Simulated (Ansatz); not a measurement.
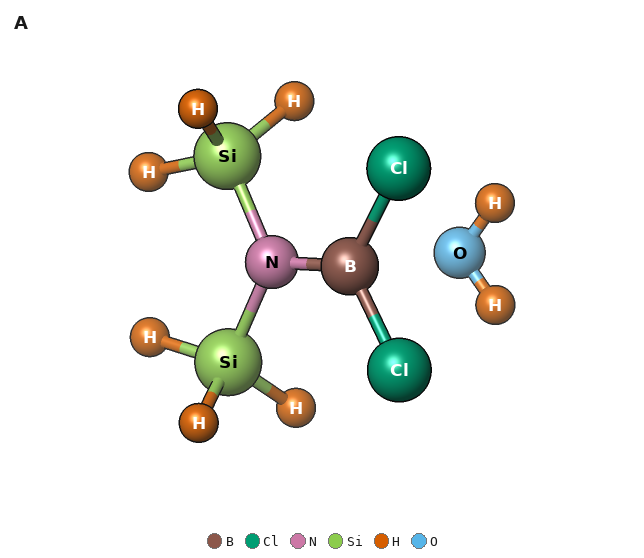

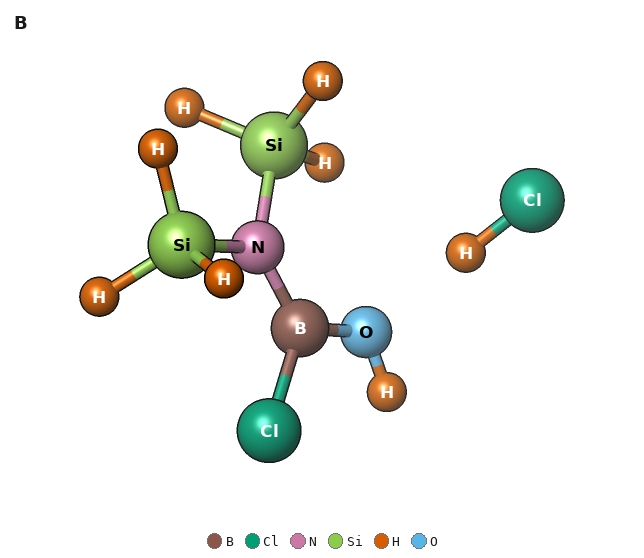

2 stationary structures of one formula. Geometries: PBE0-D4/def2-TZVP. Electronic energies: CCSD(T)/CBS (MP2 limit from def2-TZVPP and def2-QZVPP plus CCSD(T) − MP2) (Ansatz 0.2.0), without zero-point energy. Each is one conformer, not always the lowest.

**Which is lowest in energy, and by how much?**

B is lowest (a minimum); A lies 41.1 kJ/mol above it (a minimum).

Give E(B) − E(A) in kJ/mol at these levels too: PBE-D4/STO-3G; PBE-D4/def2-SVP; PBE0-D4/def2-SVP; B2PLYP (frozen core)/def2-TZVPP; ωB97M-V/def2-TZVPP; CAM-B3LYP-D4/def2-TZVPP; r2SCAN-D4/def2-TZVPP; PBE0-D4/def2-TZVP.

| level | E(B) − E(A) (kJ/mol) |
| --- | --- |
| PBE-D4/STO-3G | −99.5 |
| PBE-D4/def2-SVP | −48.3 |
| PBE0-D4/def2-SVP | −47.8 |
| B2PLYP (frozen core)/def2-TZVPP | −48.7 |
| ωB97M-V/def2-TZVPP | −41.7 |
| CAM-B3LYP-D4/def2-TZVPP | −52.2 |
| r2SCAN-D4/def2-TZVPP | −44.3 |
| PBE0-D4/def2-TZVP | −44.5 |
